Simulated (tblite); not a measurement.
Run report: C6H8FGaO2, geometry relaxation (part 1 of 2)

C6H8FGaO2, computed with GFN2-xTB geometry optimisation, gas phase (tblite 0.8.0).

It belongs to a series of runs on one base structure; here: H on C replaced by isopropenyl.

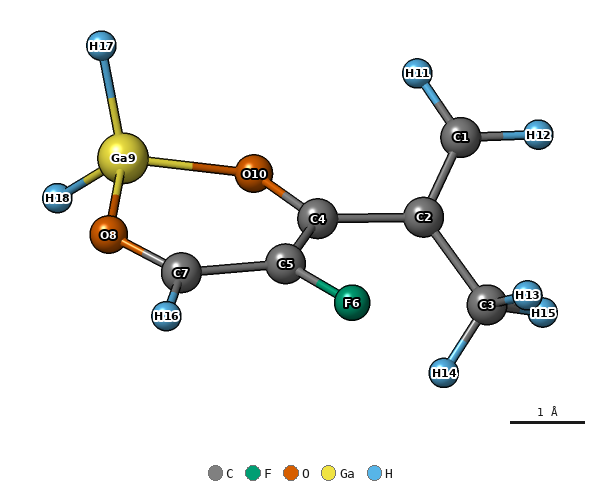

**Figure 1.** The starting structure (ball-and-stick view, seen at a tilt; atoms are numbered from 1 in the order of the input). Sticks mark near contacts.

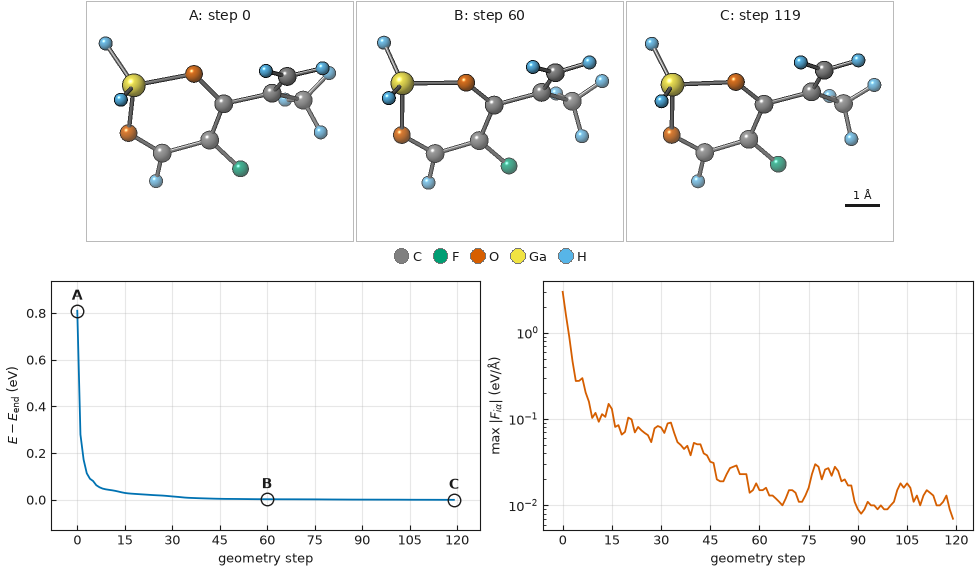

**Figure 2.** Frames of the relaxation (ball-and-stick view, seen at a tilt) above the curves, on which the letters mark them (steps are counted from 0).

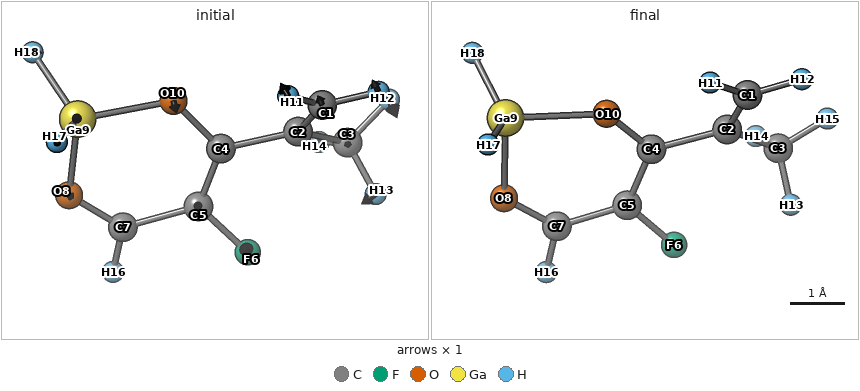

**Figure 3.** Before (left) and after (right) the relaxation, at one scale (ball-and-stick view, seen at a tilt). The black arrows give the displacements, at true length. The atom that moves furthest after the best rigid fit is H15 (0.44 Å). Largest moves by element: H 0.44 Å, F 0.37 Å, O 0.26 Å, C 0.21 Å, Ga 0.19 Å. Among the contacts that change: C4–O10 1.402 → 1.281 Å, O8–Ga9 1.823 → 1.945 Å, C5–C7 1.491 → 1.384 Å, Ga9–H17 1.612 → 1.536 Å. Among the angles that change: O8–Ga9–O10 101.7° → 88.8°, H17–Ga9–H18 113.3° → 125.7°, C4–O10–Ga9 121.8° → 133.6°. Over 119 geometry steps the energy falls by 0.810 eV. The largest force component goes from 3 to 0.007 eV/Å. (Atoms are counted from 1 in the order of the input.)

The input that produced these results follows, with the program's output.

### Input
```
{"job": {"kind": "relax", "xc": "GFN2-xTB", "basis": "xTB"}, "charge": 0, "multiplicity": 1}
C     -1.741400     1.698600     0.149300
C     -1.389700     0.426100     0.018400
C     -2.440100    -0.636800    -0.115500
C      0.057600     0.074900     0.039100
C      0.550800    -0.905200    -0.757400
F     -0.280200    -1.514900    -1.654200
C      1.966900    -1.370400    -0.787700
O      2.921400    -0.858900    -0.114500
Ga     2.689900     0.587800     0.970000
O      0.862800     0.783500     0.942700
H     -1.015200     2.486200     0.249900
H     -2.798800     1.982800     0.139900
H     -2.765700    -0.704400    -1.172000
H     -2.067600    -1.620600     0.220800
H     -3.341700    -0.375200     0.501500
H      2.193100    -2.217600    -1.406800
H      3.379600     1.884400     0.304200
H      3.209600     0.285900     2.460700
```

The first line tells a small driver script what to run in tblite; the rest is the geometry in Å.

Command:
```bash
OMP_NUM_THREADS=1 python <driver script> task.json out
```

### Output
```
step      E/eV     max force
  0    -842.92747    4.227
  1    -843.45789    2.076
  2    -843.56538    1.385
  3    -843.62388    0.562
  4    -843.64725    0.349
  5    -843.65711    0.371
  6    -843.67497    0.310
  7    -843.68371    0.228
  8    -843.68947    0.192
  9    -843.69265    0.131
 10    -843.69480    0.121
 11    -843.69675    0.121
 12    -843.69922    0.145
 13    -843.70222    0.136
 14    -843.70542    0.160
 15    -843.70808    0.136
 16    -843.70987    0.099
 17    -843.71105    0.100
 18    -843.71200    0.074
 19    -843.71291    0.090
 20    -843.71383    0.109
 21    -843.71470    0.103
 22    -843.71555    0.075
 23    -843.71645    0.086
 24    -843.71734    0.077
 25    -843.71810    0.087
 26    -843.71876    0.088
 27    -843.71950    0.075
 28    -843.72053    0.098
 29    -843.72178    0.102
 30    -843.72303    0.093
 31    -843.72415    0.071
 32    -843.72531    0.090
 33    -843.72668    0.096
 34    -843.72798    0.080
 35    -843.72887    0.070
 36    -843.72946    0.064
 37    -843.72999    0.053
 38    -843.73052    0.053
 39    -843.73098    0.045
 40    -843.73138    0.056
 41    -843.73178    0.055
 42    -843.73220    0.052
 43    -843.73259    0.040
 44    -843.73292    0.046
 45    -843.73321    0.045
 46    -843.73347    0.036
 47    -843.73365    0.024
 48    -843.73374    0.022
 49    -843.73382    0.022
 50    -843.73392    0.025
 51    -843.73406    0.029
 52    -843.73422    0.030
 53    -843.73438    0.029
 54    -843.73453    0.026
 55    -843.73467    0.027
 56    -843.73481    0.027
 57    -843.73491    0.021
 58    -843.73498    0.016
 59    -843.73503    0.018
 60    -843.73508    0.018
 61    -843.73513    0.018
 62    -843.73518    0.017
 63    -843.73523    0.017
 64    -843.73527    0.016
 65    -843.73531    0.017
 66    -843.73534    0.013
 67    -843.73537    0.011
 68    -843.73539    0.013
 69    -843.73543    0.016
 70    -843.73547    0.017
 71    -843.73552    0.019
 72    -843.73558    0.015
 73    -843.73561    0.014
 74    -843.73565    0.014
 75    -843.73571    0.018
 76    -843.73579    0.027
 77    -843.73590    0.034
 78    -843.73601    0.036
 79    -843.73610    0.026
 80    -843.73618    0.027
 81    -843.73626    0.028
 82    -843.73633    0.026
 83    -843.73639    0.030
 84    -843.73645    0.025
 85    -843.73653    0.026
 86    -843.73660    0.021
 87    -843.73666    0.019
 88    -843.73669    0.017
 89    -843.73672    0.011
 90    -843.73674    0.011
 91    -843.73676    0.011
 92    -843.73678    0.013
 93    -843.73680    0.013
 94    -843.73683    0.012
 95    -843.73686    0.013
 96    -843.73688    0.011
 97    -843.73690    0.011
 98    -843.73693    0.012
 99    -843.73695    0.011
100    -843.73697    0.012
101    -843.73699    0.014
102    -843.73703    0.019
103    -843.73710    0.021
104    -843.73717    0.019
105    -843.73724    0.020
106    -843.73729    0.018
107    -843.73733    0.015
108    -843.73735    0.015
109    -843.73738    0.011
110    -843.73740    0.014
111    -843.73743    0.015
112    -843.73747    0.017
113    -843.73751    0.018
114    -843.73755    0.012
115    -843.73758    0.010
116    -843.73760    0.012
117    -843.73762    0.015
118    -843.73764    0.010
119    -843.73765    0.008
```

### Trajectory as extended XYZ (Å, eV, eV/Å), 27 of the 120 frames kept, from step=0 to step=119
```
18
Properties=species:S:1:pos:R:3:forces:R:3 step=0 energy=-842.92747
C    -1.7414    1.6986    0.1493   -0.5080   0.5450   0.0940
C    -1.3897    0.4261    0.0184    0.4460  -0.1470   0.3440
C    -2.4401   -0.6368   -0.1155   -0.5430  -0.3840   0.1070
C     0.0576    0.0749    0.0391    0.7000   2.4220   2.7440
C     0.5508   -0.9052   -0.7574    2.9770  -1.5980  -0.8220
F    -0.2802   -1.5149   -1.6542    0.4890   0.0770   0.3670
C     1.9669   -1.3704   -0.7877   -1.8460   1.6470   0.9600
O     2.9214   -0.8589   -0.1145   -1.3020  -1.1240  -1.1500
Ga    2.6899    0.5878    0.9700    1.0270   1.6820   1.3580
O     0.8628    0.7835    0.9427   -2.3580  -2.1810  -2.7480
H    -1.0152    2.4862    0.2499    0.0040   0.0200  -0.0150
H    -2.7988    1.9828    0.1399    0.5730  -0.0780  -0.0010
H    -2.7657   -0.7044   -1.1720    0.1850  -0.1230   0.5640
H    -2.0676   -1.6206    0.2208   -0.2300   0.4810  -0.2650
H    -3.3417   -0.3752    0.5015    0.8930  -0.1800  -0.5780
H     2.1931   -2.2176   -1.4068    0.0130  -0.4670  -0.4690
H     3.3796    1.8844    0.3042   -0.2580  -0.5120   0.0660
H     3.2096    0.2859    2.4607   -0.2620  -0.0810  -0.5570
18
Properties=species:S:1:pos:R:3:forces:R:3 step=5 energy=-843.65711
C    -1.7403    1.7053    0.1575    0.0640  -0.1170   0.0420
C    -1.3848    0.4240    0.0413    0.0160   0.1750   0.0070
C    -2.4310   -0.6383   -0.1133   -0.0290  -0.1100   0.0000
C     0.0581    0.0810    0.0630    0.1310   0.1120   0.1490
C     0.5980   -0.9180   -0.7643   -0.0250  -0.0980  -0.0510
F    -0.2481   -1.5197   -1.6330   -0.1420  -0.2770  -0.2020
C     1.9117   -1.3597   -0.7891   -0.1360   0.0930   0.0410
O     2.8718   -0.8710   -0.1215   -0.0240   0.1260   0.2090
Ga    2.7602    0.6716    1.0358   -0.0860   0.0600   0.0120
O     0.8109    0.7305    0.8697    0.1330  -0.0390  -0.0910
H    -1.0150    2.4926    0.2494    0.0630   0.0460   0.0110
H    -2.7806    1.9867    0.1378    0.0610   0.0390   0.0030
H    -2.7530   -0.7157   -1.1504    0.0980  -0.0380  -0.0460
H    -2.0746   -1.6104    0.2079    0.0720  -0.0710  -0.0070
H    -3.3051   -0.3790    0.4801    0.0250   0.0330   0.0140
H     2.1645   -2.2158   -1.4251   -0.1840   0.0100  -0.1330
H     3.3605    1.8657    0.3023    0.0160   0.1680  -0.1390
H     3.1879    0.2766    2.4404   -0.0520  -0.1110   0.1830
18
Properties=species:S:1:pos:R:3:forces:R:3 step=9 energy=-843.69265
C    -1.7283    1.7073    0.1682    0.0270  -0.0040  -0.0130
C    -1.3771    0.4267    0.0486    0.0010  -0.0130   0.0090
C    -2.4198   -0.6463   -0.1127    0.0700   0.0380   0.0030
C     0.0634    0.0769    0.0627   -0.1030  -0.0170  -0.0790
C     0.5771   -0.9315   -0.7740   -0.0920   0.0000   0.0290
F    -0.2546   -1.5626   -1.6482   -0.0020   0.0180   0.0960
C     1.8940   -1.3505   -0.7849   -0.0050  -0.0130  -0.0040
O     2.8387   -0.8589   -0.0941   -0.0550  -0.0870  -0.0660
Ga    2.7664    0.7008    1.0542   -0.0260  -0.0240  -0.0240
O     0.8349    0.7242    0.8494   -0.0060   0.0180  -0.0510
H    -1.0038    2.4989    0.2525    0.0530  -0.0320   0.0310
H    -2.7657    1.9964    0.1385    0.0220   0.0230   0.0250
H    -2.7294   -0.7265   -1.1546    0.0710  -0.0020   0.0060
H    -2.0611   -1.6213    0.2052    0.0390   0.0410   0.0270
H    -3.2933   -0.3763    0.4777    0.0150  -0.0540  -0.0270
H     2.1240   -2.1990   -1.4452    0.0760   0.0710   0.0180
H     3.3567    1.8928    0.2778   -0.0220   0.0080   0.0380
H     3.1689    0.2554    2.4673   -0.0620   0.0280  -0.0170
18
Properties=species:S:1:pos:R:3:forces:R:3 step=14 energy=-843.70542
C    -1.7163    1.7153    0.1719   -0.0090   0.0120   0.0480
C    -1.3790    0.4328    0.0518    0.0130   0.0480  -0.0090
C    -2.4015   -0.6464   -0.1125   -0.0740  -0.0550  -0.0070
C     0.0494    0.0776    0.0515    0.1500  -0.0270   0.0490
C     0.5517   -0.9458   -0.7672    0.1200  -0.0650  -0.0140
F    -0.2786   -1.5864   -1.6304   -0.0420  -0.0310  -0.0040
C     1.8744   -1.3512   -0.7867    0.0290  -0.0450  -0.0410
O     2.8201   -0.8725   -0.0922    0.0080   0.0880   0.0380
Ga    2.7532    0.7015    1.0481   -0.0110  -0.0190  -0.0160
O     0.8381    0.7323    0.8160   -0.0190   0.0800   0.0120
H    -0.9743    2.4881    0.2668    0.0270   0.0300   0.0050
H    -2.7491    2.0130    0.1507   -0.0350   0.0770   0.0230
H    -2.6881   -0.7333   -1.1582   -0.0050  -0.0440  -0.0480
H    -2.0325   -1.6119    0.2175    0.0530  -0.0210   0.0200
H    -3.2857   -0.3956    0.4653   -0.0740   0.0150  -0.0040
H     2.1337   -2.1762   -1.4607   -0.0630  -0.0460  -0.0620
H     3.3443    1.9050    0.2865   -0.0160  -0.0260   0.0360
H     3.1314    0.2602    2.4698   -0.0540   0.0290  -0.0250
18
Properties=species:S:1:pos:R:3:forces:R:3 step=18 energy=-843.71200
C    -1.7108    1.7214    0.1812    0.0130  -0.0150   0.0100
C    -1.3783    0.4372    0.0511   -0.0050  -0.0270  -0.0070
C    -2.3982   -0.6502   -0.1134    0.0230   0.0210  -0.0070
C     0.0542    0.0755    0.0499   -0.0570   0.0270  -0.0200
C     0.5510   -0.9599   -0.7636   -0.0230   0.0330   0.0320
F    -0.2930   -1.6006   -1.6164    0.0570  -0.0080   0.0280
C     1.8738   -1.3583   -0.7929   -0.0020   0.0110  -0.0050
O     2.8113   -0.8692   -0.0911    0.0290  -0.0180  -0.0660
Ga    2.7455    0.6984    1.0418   -0.0090   0.0040   0.0000
O     0.8375    0.7493    0.8004    0.0170  -0.0010  -0.0060
H    -0.9570    2.4858    0.2756   -0.0350  -0.0010   0.0050
H    -2.7419    2.0343    0.1625    0.0550   0.0140   0.0330
H    -2.6677   -0.7458   -1.1648   -0.0180  -0.0500   0.0250
H    -2.0116   -1.6073    0.2273   -0.0370   0.0190   0.0020
H    -3.2924   -0.4050    0.4550    0.0070   0.0030  -0.0480
H     2.1323   -2.1742   -1.4793   -0.0050  -0.0220  -0.0020
H     3.3353    1.9062    0.2986    0.0190   0.0160  -0.0110
H     3.1014    0.2686    2.4665   -0.0300  -0.0050   0.0370
18
Properties=species:S:1:pos:R:3:forces:R:3 step=23 energy=-843.71645
C    -1.7026    1.7235    0.1926   -0.0130   0.0140  -0.0060
C    -1.3802    0.4385    0.0482    0.0150   0.0170  -0.0060
C    -2.3938   -0.6517   -0.1178   -0.0230  -0.0130  -0.0030
C     0.0510    0.0804    0.0450    0.0440  -0.0400  -0.0230
C     0.5487   -0.9642   -0.7539    0.0210  -0.0220  -0.0400
F    -0.2908   -1.6200   -1.5990   -0.0150  -0.0110   0.0050
C     1.8730   -1.3598   -0.8000    0.0230   0.0100   0.0050
O     2.8200   -0.8692   -0.1134    0.0140   0.0300  -0.0210
Ga    2.7386    0.6995    1.0384    0.0230   0.0000   0.0070
O     0.8402    0.7632    0.7829   -0.0080  -0.0100  -0.0130
H    -0.9483    2.4853    0.2862    0.0550  -0.0030   0.0190
H    -2.7245    2.0561    0.1859   -0.0810  -0.0230   0.0170
H    -2.6565   -0.7748   -1.1667    0.0220   0.0050  -0.0420
H    -2.0071   -1.6012    0.2402   -0.0190  -0.0200   0.0410
H    -3.2983   -0.4073    0.4310   -0.0280   0.0410   0.0160
H     2.1232   -2.1770   -1.4921   -0.0270   0.0340   0.0500
H     3.3357    1.9117    0.3048    0.0220  -0.0070   0.0040
H     3.0628    0.2733    2.4759   -0.0240  -0.0020  -0.0110
18
Properties=species:S:1:pos:R:3:forces:R:3 step=27 energy=-843.71950
C    -1.7016    1.7265    0.1979   -0.0020  -0.0370   0.0150
C    -1.3811    0.4406    0.0434   -0.0070  -0.0240  -0.0010
C    -2.3965   -0.6529   -0.1212    0.0040   0.0300   0.0110
C     0.0519    0.0797    0.0374   -0.0180   0.0380  -0.0040
C     0.5520   -0.9670   -0.7555   -0.0140   0.0140   0.0080
F    -0.2895   -1.6349   -1.5891    0.0150  -0.0180   0.0020
C     1.8780   -1.3557   -0.8023   -0.0080   0.0040  -0.0130
O     2.8351   -0.8595   -0.1345   -0.0490   0.0540   0.0180
Ga    2.7411    0.7011    1.0373   -0.0090  -0.0060  -0.0240
O     0.8422    0.7665    0.7708    0.0110  -0.0150  -0.0180
H    -0.9371    2.4815    0.2965   -0.0520  -0.0430   0.0010
H    -2.7268    2.0592    0.2056    0.0470  -0.0340   0.0000
H    -2.6469   -0.7922   -1.1732    0.0370   0.0210   0.0330
H    -2.0164   -1.5993    0.2575   -0.0300   0.0470   0.0090
H    -3.3061   -0.3963    0.4164    0.0050   0.0210  -0.0270
H     2.1136   -2.1779   -1.4883    0.0480  -0.0450  -0.0150
H     3.3446    1.9122    0.3091    0.0270  -0.0010   0.0110
H     3.0348    0.2747    2.4806   -0.0070  -0.0070  -0.0070
18
Properties=species:S:1:pos:R:3:forces:R:3 step=32 energy=-843.72531
C    -1.6973    1.7187    0.2203    0.0150   0.0120   0.0260
C    -1.3812    0.4375    0.0379    0.0370  -0.0090   0.0500
C    -2.3993   -0.6462   -0.1241    0.0020  -0.0200   0.0020
C     0.0514    0.0836    0.0152    0.0270  -0.0690   0.0030
C     0.5515   -0.9764   -0.7599   -0.0040  -0.0340  -0.0340
F    -0.2889   -1.6817   -1.5628   -0.0190   0.0020  -0.0050
C     1.8815   -1.3493   -0.8167    0.0060  -0.0230  -0.0090
O     2.8388   -0.8195   -0.1744   -0.0150  -0.0500  -0.0190
Ga    2.7396    0.7042    1.0252   -0.0220   0.0350   0.0230
O     0.8493    0.7792    0.7307   -0.0160   0.0600  -0.0120
H    -0.9248    2.4597    0.3239    0.0110   0.0890   0.0070
H    -2.7168    2.0567    0.2513   -0.0510   0.0000  -0.0040
H    -2.6013   -0.8219   -1.1786   -0.0250  -0.0140  -0.0260
H    -2.0416   -1.5768    0.3061   -0.0120  -0.0470   0.0200
H    -3.3248   -0.3630    0.3687   -0.0280   0.0330  -0.0360
H     2.1190   -2.1892   -1.4852    0.0410   0.0390   0.0340
H     3.3744    1.9143    0.3279    0.0300   0.0130   0.0080
H     2.9618    0.2763    2.4830    0.0220  -0.0150  -0.0280
18
Properties=species:S:1:pos:R:3:forces:R:3 step=37 energy=-843.72999
C    -1.6939    1.7127    0.2406   -0.0090   0.0010  -0.0060
C    -1.3765    0.4314    0.0467   -0.0300   0.0190  -0.0230
C    -2.4046   -0.6435   -0.1241   -0.0150   0.0030  -0.0080
C     0.0550    0.0766    0.0051   -0.0090   0.0450   0.0070
C     0.5536   -0.9853   -0.7694    0.0060  -0.0010   0.0370
F    -0.2900   -1.7069   -1.5534   -0.0120   0.0020   0.0040
C     1.8869   -1.3490   -0.8265    0.0000   0.0050   0.0220
O     2.8403   -0.7993   -0.1976    0.0270  -0.0030   0.0450
Ga    2.7343    0.7174    1.0207    0.0040   0.0080  -0.0170
O     0.8521    0.7940    0.7025    0.0240  -0.0150  -0.0350
H    -0.9295    2.4663    0.3404   -0.0330  -0.0150   0.0080
H    -2.7192    2.0413    0.2756    0.0310  -0.0130   0.0100
H    -2.5819   -0.8391   -1.1813    0.0260  -0.0140   0.0220
H    -2.0759   -1.5713    0.3392   -0.0360   0.0190  -0.0120
H    -3.3415   -0.3275    0.3276    0.0020  -0.0200  -0.0110
H     2.1395   -2.1972   -1.4743   -0.0060  -0.0150  -0.0420
H     3.4089    1.9171    0.3414    0.0040   0.0060   0.0130
H     2.9339    0.2687    2.4752    0.0260  -0.0130  -0.0140
18
Properties=species:S:1:pos:R:3:forces:R:3 step=41 energy=-843.73178
C    -1.6922    1.7123    0.2517   -0.0160  -0.0140  -0.0060
C    -1.3781    0.4324    0.0452    0.0240  -0.0140  -0.0050
C    -2.4076   -0.6413   -0.1266    0.0040   0.0020  -0.0080
C     0.0542    0.0785   -0.0043    0.0190  -0.0120   0.0000
C     0.5535   -0.9944   -0.7633   -0.0100   0.0010  -0.0060
F    -0.2937   -1.7223   -1.5384    0.0290  -0.0170   0.0050
C     1.8901   -1.3502   -0.8276   -0.0070  -0.0060   0.0060
O     2.8438   -0.7944   -0.2030   -0.0180  -0.0360  -0.0060
Ga    2.7313    0.7243    1.0138    0.0350  -0.0150   0.0060
O     0.8597    0.8048    0.6732   -0.0150   0.0510   0.0140
H    -0.9305    2.4670    0.3551    0.0040  -0.0130   0.0030
H    -2.7155    2.0393    0.2965   -0.0400   0.0100   0.0100
H    -2.5593   -0.8587   -1.1822   -0.0020   0.0010  -0.0200
H    -2.0963   -1.5635    0.3580    0.0070   0.0110   0.0170
H    -3.3529   -0.3174    0.2994   -0.0110   0.0100  -0.0120
H     2.1443   -2.1971   -1.4810   -0.0220   0.0400   0.0180
H     3.4253    1.9232    0.3539   -0.0040   0.0060   0.0020
H     2.9153    0.2636    2.4679    0.0220  -0.0050  -0.0180
18
Properties=species:S:1:pos:R:3:forces:R:3 step=46 energy=-843.73347
C    -1.6991    1.7089    0.2556   -0.0040   0.0050   0.0150
C    -1.3777    0.4311    0.0434   -0.0310   0.0140   0.0080
C    -2.4105   -0.6394   -0.1313   -0.0030  -0.0130  -0.0060
C     0.0563    0.0822   -0.0064   -0.0170   0.0280   0.0140
C     0.5546   -0.9964   -0.7576    0.0040   0.0140   0.0070
F    -0.2872   -1.7317   -1.5307   -0.0170  -0.0050   0.0070
C     1.8904   -1.3510   -0.8232   -0.0030   0.0100  -0.0020
O     2.8459   -0.8011   -0.1978    0.0150   0.0150   0.0120
Ga    2.7405    0.7244    1.0084   -0.0070  -0.0020  -0.0080
O     0.8621    0.8211    0.6590   -0.0050  -0.0160  -0.0070
H    -0.9384    2.4644    0.3630   -0.0100  -0.0040   0.0010
H    -2.7246    2.0327    0.3085    0.0170  -0.0130  -0.0070
H    -2.5498   -0.8686   -1.1868    0.0090  -0.0020   0.0050
H    -2.1134   -1.5568    0.3712    0.0200   0.0030  -0.0010
H    -3.3610   -0.3062    0.2782    0.0190   0.0120  -0.0260
H     2.1412   -2.1907   -1.4829    0.0030  -0.0310  -0.0130
H     3.4367    1.9291    0.3603   -0.0080  -0.0070  -0.0080
H     2.9253    0.2543    2.4575    0.0170  -0.0070   0.0090
```
